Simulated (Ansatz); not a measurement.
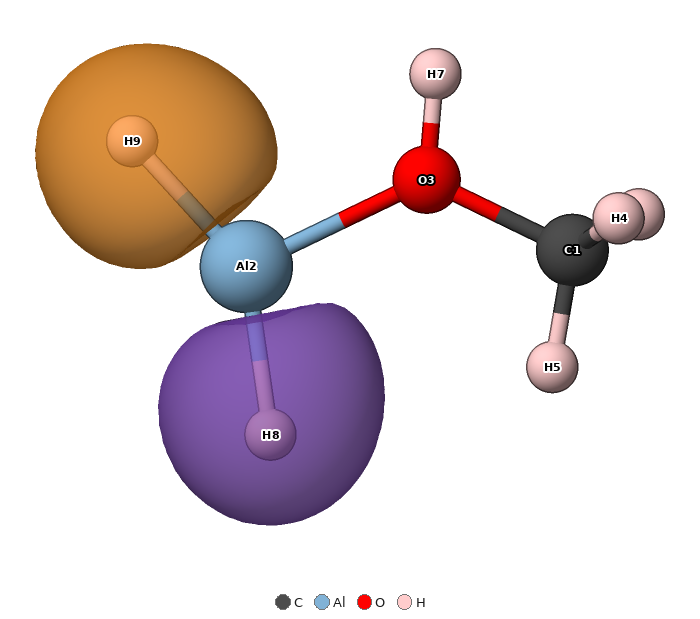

Figure 1: CH6AlO (charge +1). One frontier orbital at ±0.15 Å⁻³ᐟ² (orange and purple are the two phases), seen across its widest extent.

Geometry: r2SCAN-D4/def2-TZVP.

Method: Ansatz, isolated molecule in a Gaussian basis; Kohn-Sham density functional theory, functional PBE0.

```xyz
9

C     1.4942    1.6905    0.5142
Al   -0.7227    0.0023   -0.6100
O     0.0614    1.4711    0.1757
H     1.5639    1.8275    1.5901
H     2.0143    0.7916    0.1958
H     1.8361    2.5617   -0.0382
H    -0.4744    2.2394    0.4290
H     0.4010   -1.0365   -0.8845
H    -2.2425    0.3115   -0.7266
```

Which orbital is it: HOMO or LUMO?

Answer. The HOMO, at −14.13 eV. By Hirshfeld shares it lies mainly on Al2 (about 40 %), H9 (about 30 %) and H8 (about 30 %).
